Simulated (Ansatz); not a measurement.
F2H2Si···HF

Input

```
crystal:
  periodic: [false, false, false]
  atoms:
    - {symbol: Si, position_ang: [-0.640457, 0.240920, -0.605993]}
    - {symbol: F, position_ang: [2.038722, -0.940729, 1.266342]}
    - {symbol: F, position_ang: [-1.993030, 1.024278, -0.854245]}
    - {symbol: F, position_ang: [-0.282043, 0.423335, 0.946236]}
    - {symbol: H, position_ang: [0.432295, 0.868625, -1.394025]}
    - {symbol: H, position_ang: [1.305569, -0.423434, 1.494777]}
    - {symbol: H, position_ang: [-0.861057, -1.192995, -0.853091]}
basis:
  gaussian: {orbitals: def2-TZVPP}
hamiltonian: {xc: pbe0, dispersion: d4}
output: {orbitals: {seedname: orbitals}}
```

Command:

```sh
ansatz run in.yaml --threads 2 --pin off --events-out ev --progress --plain --max-ram 4352MiB
```

The product side of a reaction path; geometry: PBE0-D4/def2-TZVP.

Theory: RKS PBE0-D4/def2-TZVPP (Ansatz).

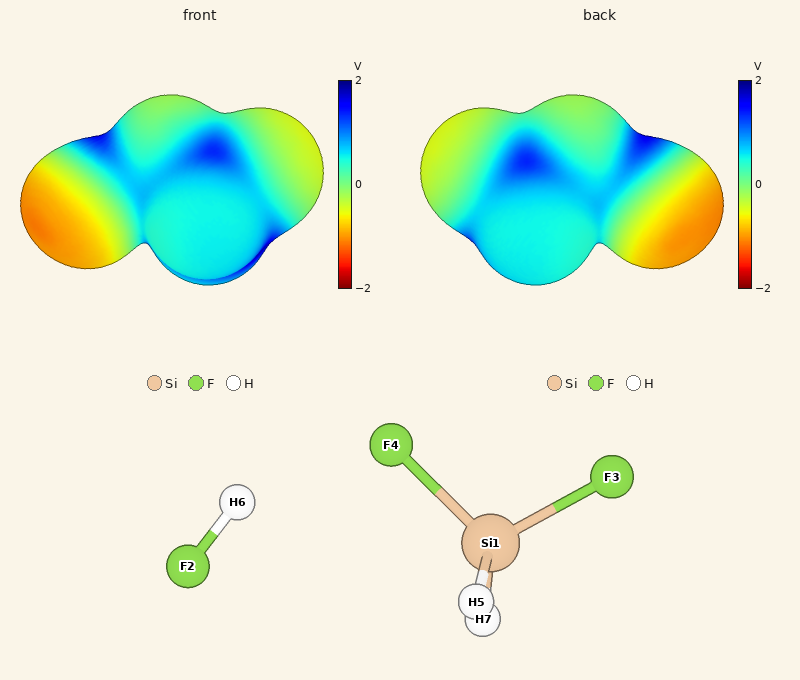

Figure 1. The electrostatic potential painted on the density surface at 0.001 e/bohr³, seen from the front and from behind; the colour scale runs from red (negative) to blue (positive). The bare structure is drawn below in the same view.

Which sites attract a positive test charge, and which a negative one?

A positive charge is drawn to the negative regions and a negative charge to the positive ones. The most negative region (about −1.1 V) lies over F2, the most positive (about +1.7 V) over Si1.

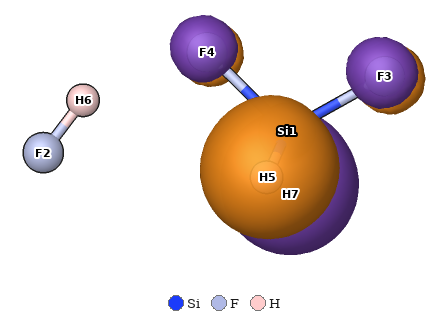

Figure 2. The HOMO at ±0.15 Å⁻³ᐟ² (orange and purple are the two phases), seen across its widest extent.

What is the character of this orbital?

It lies mainly on Si1 (about 35 %), H5 (about 25 %), H7 (about 25 %), F3 (about 10 %) and F4 (about 5 %). Its energy is −10.25 eV.

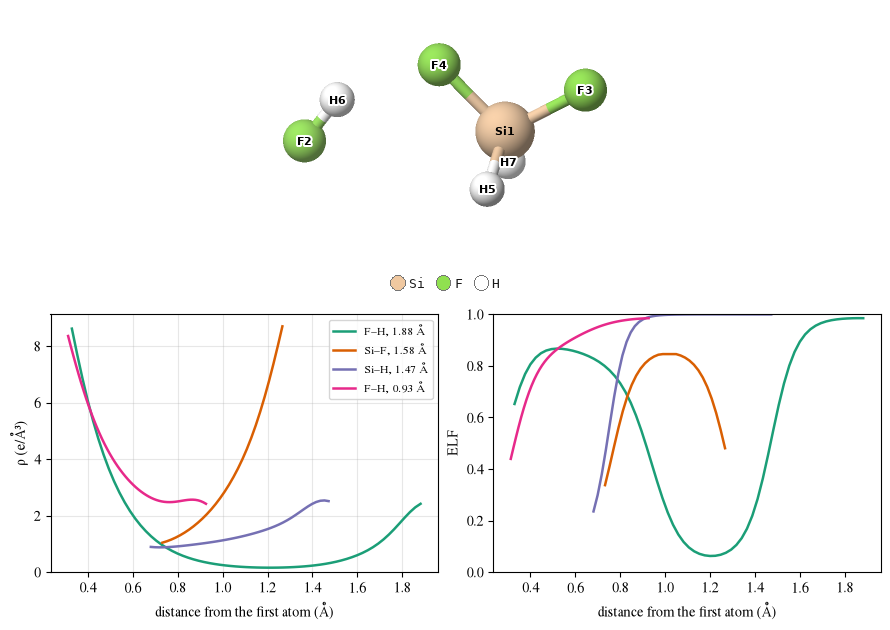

Figure 3. Electron density and ELF along straight lines between neighbouring atoms. The curves leave out the atomic cores. The structure is drawn too.

Compare the contacts.

F4···H6 (1.88 Å): the density falls to about 0.16 e/Å³ on the way; the ELF dips to about 0.05 between them (by its geometry a hydrogen bond between the two molecules, with no shared pair).
Si–F (1.58 Å): ρ at the midpoint is about 1.2 e/Å³; the ELF peaks at about 0.85 in the valence shell of F, 0.6 Å from its nucleus, and is about 0.55 at the midpoint.
Si–H (1.47 Å): ρ is about 0.88 e/Å³ halfway; the ELF climbs to about 1 towards the hydrogen, as it does in any bond to H.
F–H (0.93 Å): ρ at the midpoint is about 4.7 e/Å³; the ELF climbs to about 1 towards the hydrogen (an ordinary covalent bond to hydrogen).

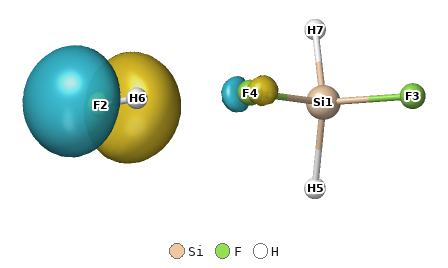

Figure 4. The HOMO−1 at ±0.15 Å⁻³ᐟ² (yellow and cyan are the two phases), seen from one side.

Describe this orbital and give its energy.

By Hirshfeld shares it lies mainly on F2 (about 90 %); largely a lone pair of F2. Its energy is −11.45 eV.
